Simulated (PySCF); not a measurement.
# NMR shielding calculation of C2H9N3Si2

The run: NMR shielding calculation of C2H9N3Si2. Method and program: GIAO PBE0/pcSseg-1 NMR shielding, non-relativistic, gas phase (PySCF 2.14.0).

The geometry comes from this level: GFN2-xTB. Figures and captions count atoms from 1; the log counts them from 0 in places.

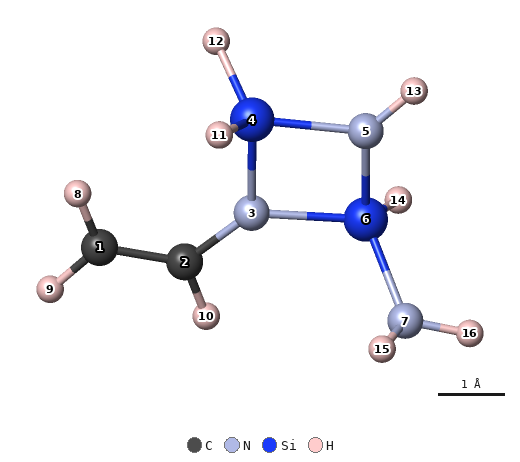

Fig. 1: The structure as given in the input (ball-and-stick view, seen at a tilt; atoms are numbered from 1 in the order of the input). Bond lengths as drawn: C–C 1.33 Å, C–H 1.07 to 1.08 Å, C–N 1.36 Å, H–N 1.00 to 1.01 Å, H–Si 1.46 Å and N–Si 1.72 to 1.75 Å.

The input:
```
{"job": {"kind": "nmr", "xc": "PBE0", "basis": "pcSseg-1"}, "charge": 0, "multiplicity": 1}
C      2.299166     0.713506     1.263604
C      1.397501     0.851923     0.297295
N      0.371099    -0.010733     0.044986
Si    -0.107484    -1.512939     0.803455
N     -1.383815    -1.457770    -0.377819
Si    -0.849955    -0.020949    -1.212325
N     -1.774756     1.423452    -1.199787
H      2.274092    -0.132568     1.929008
H      3.076165     1.439870     1.412520
H      1.430196     1.704905    -0.370752
H     -0.582700    -1.369109     2.176734
H      0.851465    -2.598235     0.619010
H     -2.073101    -2.145521    -0.617567
H     -0.374342    -0.229181    -2.572509
H     -2.070353     1.800128    -0.313353
H     -2.490778     1.552164    -1.893912
```

The first line tells a small driver script what to run in PySCF; the rest is the geometry in Å.

Command:
```bash
OMP_NUM_THREADS=1 python <driver script> task.json out
```

Log:
```
coarse grid: 14192 points
cycle   1  E = -824.2409292456  dE =  9.921e-01  |g| = 7.033e-01  |ddm| = 3.762e+00
cycle   2  E = -824.1673177287  dE =  7.361e-02  |g| = 9.123e-01  |ddm| = 1.289e+00
cycle   3  E = -824.3483811705  dE = -1.811e-01  |g| = 7.662e-02  |ddm| = 7.978e-01
cycle   4  E = -824.3493920334  dE = -1.011e-03  |g| = 3.872e-02  |ddm| = 9.660e-02
cycle   5  E = -824.3497371731  dE = -3.451e-04  |g| = 1.107e-02  |ddm| = 3.853e-02
cycle   6  E = -824.3497629022  dE = -2.573e-05  |g| = 3.923e-03  |ddm| = 1.165e-02
cycle   7  E = -824.3497664549  dE = -3.553e-06  |g| = 9.575e-04  |ddm| = 3.890e-03
final grid: 127592 points
cycle   8  E = -824.3816475383  dE = -2.050e-05  |g| = 8.781e-03  |ddm| = 2.026e-02
cycle   9  E = -824.3816336491  dE =  1.389e-05  |g| = 1.197e-02  |ddm| = 1.660e-02
cycle  10  E = -824.3816643054  dE = -3.066e-05  |g| = 1.336e-03  |ddm| = 9.753e-03
cycle  11  E = -824.3816647098  dE = -4.044e-07  |g| = 3.391e-04  |ddm| = 1.268e-03
cycle  12  E = -824.3816647351  dE = -2.534e-08  |g| = 1.063e-04  |ddm| = 3.332e-04
cycle  13  E = -824.3816647376  dE = -2.487e-09  |g| = 2.450e-05  |ddm| = 1.009e-04
cycle  14  E = -824.3816647378  dE = -1.337e-10  |g| = 5.521e-06  |ddm| = 2.834e-05
```

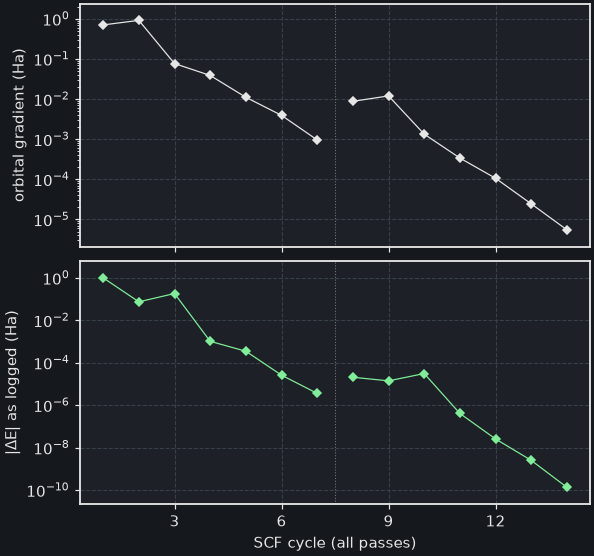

Fig. 2: Convergence of the self-consistent field: orbital gradient and size of the energy change against the SCF cycle. The dotted line marks the change from a coarse to the final integration grid. The first 7 cycles use a coarse grid, the final grid takes over at cycle 8, and the field converges after 14 cycles in all.

```
converged SCF energy = -824.3816647378

GIAO shielding tensors (ppm)
atom      isotropic    diamagn.    paramagn.     s11        s22        s33       span
  0 C       97.285     256.665    -159.380      2.315    131.392    158.148    155.833
  1 C       42.539     248.883    -206.344    -72.888     58.640    141.866    214.755
  2 N      171.479     332.725    -161.245    127.789    160.299    226.350     98.560
  3 Si     380.738     882.716    -501.978    354.923    378.611    408.681     53.757
  4 N      232.592     326.358     -93.766    202.732    206.778    288.267     85.535
  5 Si     380.795     881.999    -501.204    346.777    384.043    411.566     64.790
  6 N      224.779     318.985     -94.206    206.050    206.295    261.992     55.942
  7 H       27.576      32.892      -5.316     24.824     25.730     32.173      7.349
  8 H       27.710      29.363      -1.653     25.373     25.941     31.817      6.444
  9 H       25.361      30.965      -5.604     22.006     24.705     29.373      7.367
 10 H       26.112      31.051      -4.940     22.865     23.730     31.739      8.874
 11 H       26.171      30.541      -4.370     23.140     23.853     31.521      8.381
 12 H       31.341      32.125      -0.783     24.152     26.155     43.716     19.564
 13 H       26.447      30.094      -3.647     22.592     24.494     32.255      9.663
 14 H       30.403      32.745      -2.342     23.973     27.002     40.234     16.261
 15 H       30.619      29.226       1.393     24.597     25.927     41.334     16.736
```

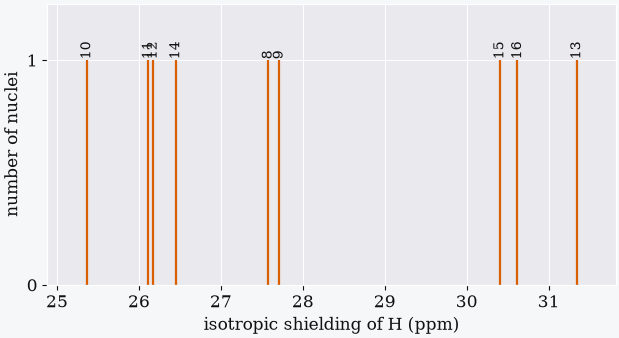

Fig. 3: Isotropic shieldings of the hydrogen nuclei in this fixed geometry, labelled by atom number; shielding grows to the right, so chemical shift grows to the left. The least shielded is H10 (25.4 ppm), the most shielded H13 (31.3 ppm).

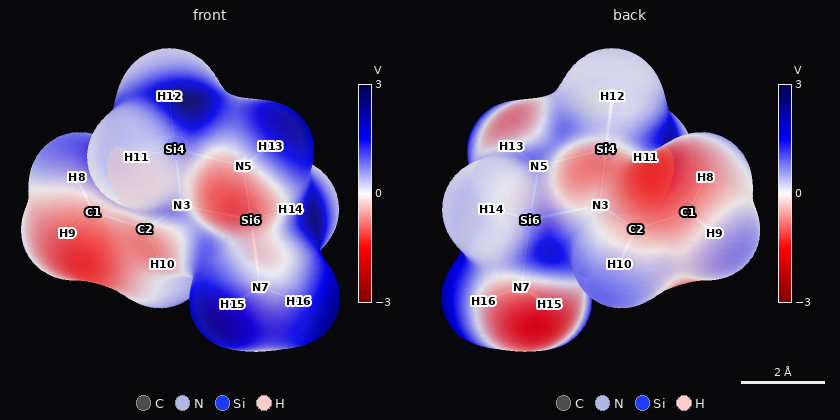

Fig. 4: The molecular electrostatic potential painted on the density surface at 0.004 e/bohr³, seen at a tilt and from behind; red is negative and blue positive. Its dipole moment is 2.89 D.

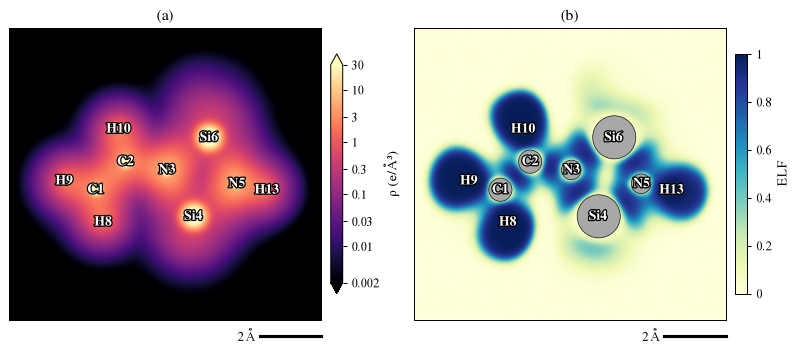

Fig. 5: (a) total electron density; (b) electron localisation function on the plane of atoms Si4, N3 and Si6. Grey discs, where drawn, cover atomic cores.

Summary:

```tsv
quantity	value
outcome	converged
total energy	−824.381665 hartree
HOMO	−5.77 eV
LUMO	0.12 eV
dipole moment	2.89 D
isotropic shielding, C	42.5 to 97.3 ppm
isotropic shielding, N	171.5 to 232.6 ppm
isotropic shielding, Si	380.7 to 380.8 ppm
isotropic shielding, H	25.4 to 31.3 ppm
hardware	1 CPU thread, shared host
wall time	54 s
peak memory	0.98 GiB
```
